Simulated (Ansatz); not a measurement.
The calculation's input:

```
crystal:
  periodic: [false, false, false]
  atoms:
    - {symbol: Cl, position_ang: [-0.848554, -2.240420, -1.658161]}
    - {symbol: Si, position_ang: [0.240034, 0.631100, 0.466856]}
    - {symbol: H, position_ang: [-0.460811, -1.236279, -0.917296]}
    - {symbol: H, position_ang: [0.839909, 1.629377, -0.451154]}
    - {symbol: H, position_ang: [-0.991877, 1.129914, 1.123778]}
    - {symbol: H, position_ang: [1.221298, 0.086308, 1.435975]}
basis:
  gaussian: {orbitals: def2-TZVPP}
magnetization: {spin_polarized: true, initial_magnetization: 1}
hamiltonian: {xc: pbe0, dispersion: d4}
output: {orbitals: {seedname: orbitals}}
```

Launched as:

```sh
ansatz run in.yaml --threads 2 --pin off --events-out ev --progress --plain --max-ram 4352MiB
```

The product side of a reaction path; geometry: PBE0-D4/def2-TZVP.

Level of theory: UKS PBE0-D4/def2-TZVPP in Ansatz 0.2.0.

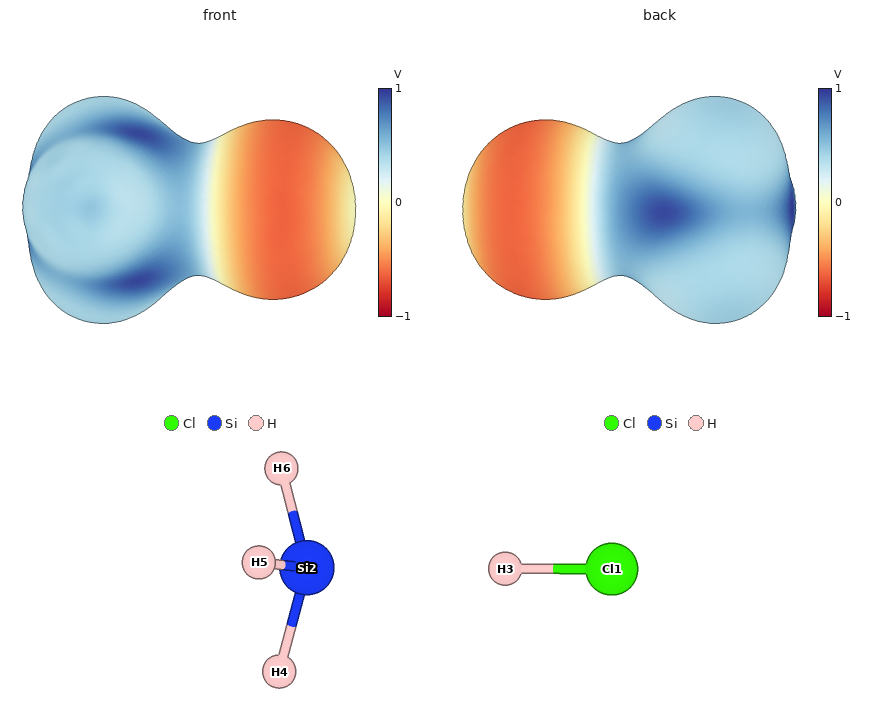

HCl···H3Si (doublet). The molecular electrostatic potential painted on the density surface at 0.001 e/bohr³, seen from the front and from behind; the colour scale runs from red (negative) to blue (positive). The bare structure is drawn below in the same view.

Question: Which sites attract a positive test charge, and which a negative one?

Answer: A positive charge is drawn to the negative regions and a negative charge to the positive ones. The most negative region (about −0.6 V) lies over Cl1, the most positive (about +1.0 V) over Si2.
